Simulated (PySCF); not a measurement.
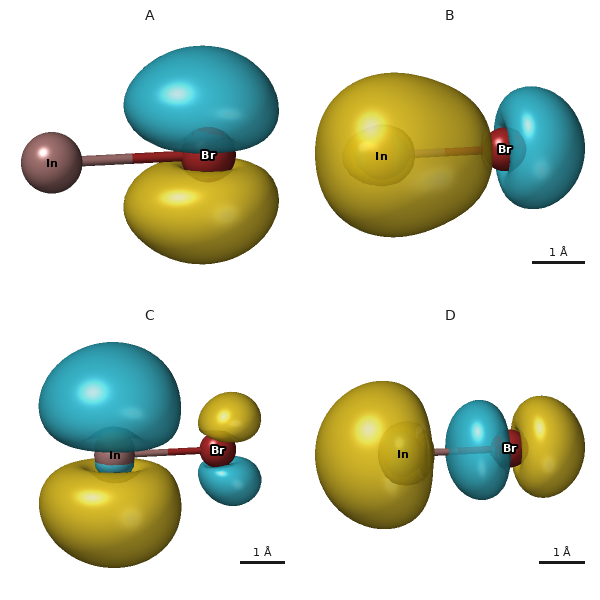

InBr (charge +1, doublet). Four frontier β-spin orbitals, each drawn at the value that holds 80 % of its norm (yellow and cyan are the two phases), in no order; of a degenerate pair one member is drawn.

Core potentials replace the inner electrons of In.

Level of theory: PBE0/def2-TZVPPD, non-relativistic Hamiltonian with scalar-relativistic core potentials where named, at a bond length of 2.472 Å (PySCF 2.14.0).

Label each orbital by symmetry, say whether it is occupied, and order them by energy.

Answer. Orbital B: σ, occupied in this spin, −16.64 eV; shared between the atoms (In 55 %, Br 45 %).
Orbital A: π, occupied in this spin, −14.13 eV; mainly on Br (90 %).
Orbital D: σ, empty in this spin, −11.28 eV; shared between the atoms (In 60 %, Br 40 %).
Orbital C: π, empty in this spin, −7.22 eV; mainly on In (90 %).
